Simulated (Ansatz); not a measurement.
# doublet [AlH3]− at 4 levels

Wanted: a comparison of 4 runs (U-r2SCAN/def2-TZVPPD, UBHLYP/def2-TZVPPD, UPBE/def2-TZVPPD, UBCCD(T)/def2-TZVPPD) of doublet [AlH3]−. 

The results are computed with Ansatz 0.2.0.

35 further runs of the same task are left out: 1 that didn't finish, 34 set aside as unsound or not needed.

### 1 The structure to begin with

The species is [AlH3]− (4 atoms), meant as a doublet with charge -1. SMILES of the parent species: `[AlH3]`. The coordinates come from a PBE0-D4/def2-TZVP relaxation. That shape belongs to the parent species and isn't relaxed for this state.

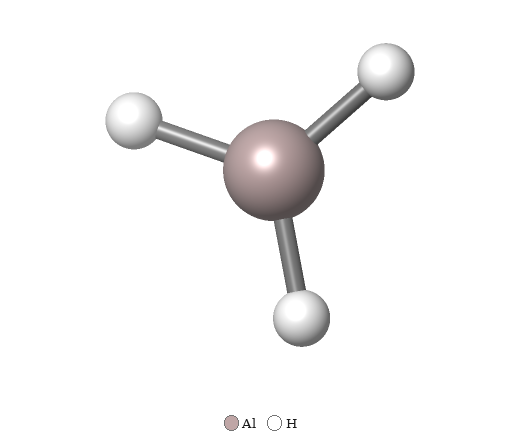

Viewed from a chosen angle; aluminium light grey, hydrogen white.

### 2 The energy at U-r2SCAN/def2-TZVPPD (run 1)

File input.yaml:

```yaml
crystal:
  periodic: [false, false, false]
  atoms:
    - {symbol: Al, position_ang: [0.013700, -0.014800, -0.005100]}
    - {symbol: H, position_ang: [0.633200, 0.670900, 1.283600]}
    - {symbol: H, position_ang: [-1.340800, -0.832000, 0.105100]}
    - {symbol: H, position_ang: [0.749400, 0.115700, -1.403900]}
basis:
  gaussian: {orbitals: def2-TZVPPD.json}
total_charge: -1
magnetization: {spin_polarized: true, initial_magnetization: 1}
hamiltonian: {xc: {name: r2SCAN}}
accuracy: high
output: {orbitals: {seedname: orbitals}}
```

The basis set def2-TZVPPD is read from a file made from the Basis Set Exchange's data (not shown).

The run is started by

```
$ ansatz run input.yaml --threads 1 --pin off --max-ram 3480MiB --events-out events.jsonl --progress --plain --runs-dir runs
```

Output:

```text
Warning: RAYON_NUM_THREADS=1 ignored (pool sized by the plan → 1); use --threads N
Functional definition: r2SCAN
  name "r2SCAN"
  parameter k0 = 0.174
  parameter k1 = 0.065
  parameter a1 = 4.9479
  exchange = r2scan_x(k0 = k0, k1 = k1, a1 = a1)
  correlation = r2scan_c
1496 factors; integrals over basis functions are off by at most 3.3e-9 eV
mean field evaluation 1: about -6643.9598 eV, gradient 7.4e0 eV
mean field evaluation 2: about -6644.3165 eV, gradient 3.9e0 eV
mean field evaluation 4: about -6644.4091 eV, gradient 1.7e-1 eV
mean field evaluation 8: about -6644.4077 eV, gradient 1.1e-2 eV
mean field evaluation 16: about -6644.4077 eV, gradient 3.0e-6 eV
mean field -6644.40769567 eV, -244.1774790744 hartree, gradient 5.7e-8 eV, S^2 0.759628; 2 other end points of the search recorded, 0 dependent functions left out
reference -6644.40770063 eV, -244.1774792569 hartree; 9, 8 occupied and 90, 91 virtual orbitals, 1496 factors
Total energy: -6644.40770063 eV, -244.1774792569 hartree
```

Run time: 11 s. Hardware: 1 thread of Arm Neoverse V1, shared host; peak memory 0.3 GiB.

### 3 A single-point energy at UBHLYP/def2-TZVPPD (run 2)

File job.yaml:

```yaml
crystal:
  periodic: [false, false, false]
  atoms:
    - symbol: Al
      position_ang: [0.013700, -0.014800, -0.005100]
    - symbol: H
      position_ang: [0.633200, 0.670900, 1.283600]
    - symbol: H
      position_ang: [-1.340800, -0.832000, 0.105100]
    - symbol: H
      position_ang: [0.749400, 0.115700, -1.403900]
basis:
  gaussian: {orbitals: def2-TZVPPD.json}
total_charge: -1
hamiltonian: {xc: {name: BHLYP}}
output: {orbitals: {seedname: orbitals}}
accuracy: high
magnetization: {spin_polarized: true, initial_magnetization: 1}
```

The basis set def2-TZVPPD is read from a file made from the Basis Set Exchange's data (not shown).

The run is started by

```
$ ansatz run job.yaml --threads 1 --pin off --max-ram 3480MiB --events-out events.jsonl --progress --plain --runs-dir runs
```

Output:

```text
Warning: RAYON_NUM_THREADS=1 ignored (pool sized by the plan → 1); use --threads N
Functional definition: BHLYP
  name "BHLYP"
  parameter a = 0.5
  exchange = (1 - a)*b88_x + a*exact_x
  correlation = lyp_c
1496 factors; integrals over basis functions are off by at most 3.3e-9 eV
mean field evaluation 1: about -6644.7421 eV, gradient 5.2e0 eV
mean field evaluation 2: about -6644.9506 eV, gradient 2.0e0 eV
mean field evaluation 4: about -6644.9678 eV, gradient 5.7e-1 eV
mean field evaluation 8: about -6644.9916 eV, gradient 5.0e-2 eV
mean field evaluation 16: about -6644.9917 eV, gradient 1.4e-5 eV
mean field -6644.99168895 eV, -244.1989404317 hartree, gradient 5.8e-8 eV, S^2 0.754578; 2 other end points of the search recorded, 0 dependent functions left out
reference -6644.99171010 eV, -244.1989412091 hartree; 9, 8 occupied and 90, 91 virtual orbitals, 1496 factors
Total energy: -6644.99171010 eV, -244.1989412091 hartree
```

It took 8.4 s on 1 thread of Arm Neoverse V1, shared host; peak memory 0.26 GiB.

Run 3 isn't shown in full; the table further down has it.

### 4 The energy at UBCCD(T)/def2-TZVPPD (run 4)

File in.yaml:

```yaml
crystal:
  periodic: [false, false, false]
  atoms:
    - {symbol: Al, position_ang: [0.013700, -0.014800, -0.005100]}
    - {symbol: H, position_ang: [0.633200, 0.670900, 1.283600]}
    - {symbol: H, position_ang: [-1.340800, -0.832000, 0.105100]}
    - {symbol: H, position_ang: [0.749400, 0.115700, -1.403900]}
basis:
  gaussian:
    orbitals: def2-TZVPPD.json
total_charge: -1
magnetization:
  spin_polarized: true
  initial_magnetization: 1
correlation:
  method: bccd_t
  frozen_orbitals: {Al: 5, H: 0}
accuracy: high
scf:
  omitted_lower_state_checks: [cluster_reference, increment]
```

The basis set def2-TZVPPD is read from a file made from the Basis Set Exchange's data (not shown).

The run is started by

```
$ ansatz run in.yaml --threads 1 --pin off --max-ram 3480MiB --events-out events.jsonl --progress --plain --runs-dir runs
```

Output, cut to the lines that bear on the results:

```text
Warning: RAYON_NUM_THREADS=1 ignored (pool sized by the plan → 1); use --threads N
Functional definition: HF
  name "HF"
[...]
1496 factors; integrals over basis functions are off by at most 3.3e-9 eV
[...]
mean field -6629.27599225 eV, -243.6213992304 hartree, gradient 1.4e-8 eV, S^2 0.766411; 4 other end points of the search recorded, 0 dependent functions left out
5 core orbitals not correlated: weight in the atoms' cores, before any rotation towards them, 1.000 or more for the frozen orbitals, at most 0.000 for the correlated occupied ones
reference -6629.27599225 eV, -243.6213992304 hartree; 4, 3 occupied and 90, 91 virtual orbitals, 1496 factors
second order -2.97430040 eV of doubles, -0.00000000 eV of singles
cycle   1  -3.48131726 eV  change   -5.1e-1 eV  update   5.9e-2
[...]
cycle  23  -3.68192718 eV  change   3.8e-10 eV  update  7.7e-10
perturbative correction -0.09296375 eV, -0.0034163548 hartree
Total energy: -6633.05088318 eV, -243.7601239134 hartree
Checks for a lower state left out: cluster_reference, increment
```

Run time: 27 s. Hardware: 1 thread of Arm Neoverse V1, shared host; peak memory 1.6 GiB.

### 5 The series

```csv
run,level,frozen core orbitals,energy (Eh),HOMO energy (eV),LUMO energy (eV),⟨S²⟩,wall time
1,U-r2SCAN/def2-TZVPPD,–,-244.177479,2.09,4.07,0.760,11 s
2,UBHLYP/def2-TZVPPD,–,-244.198941,1.29,4.17,0.755,8.4 s
3,UPBE/def2-TZVPPD,–,-244.058006,2.31,3.44,0.754,5.7 s
4,UBCCD(T)/def2-TZVPPD,5,-243.760124,–,–,0.766,27 s
```

### 6 Summary of results

| quantity | value |
| --- | --- |
| run 4: total energy | -243.76012 Eh |
| run 4: correlation energy (5 core orbitals frozen) | -138.7 mEh |
| run 4: (T) correction | -3.42 mEh |
| run 4: ⟨S²⟩ of the reference determinant | 0.766 |

What this shows: Totals of different functionals can't be ranked against each other. In runs 1, 2, 3 the HOMO lies above zero, so the outermost electron may be held by the basis alone. All runs together took 52 s, the longest 27 s.
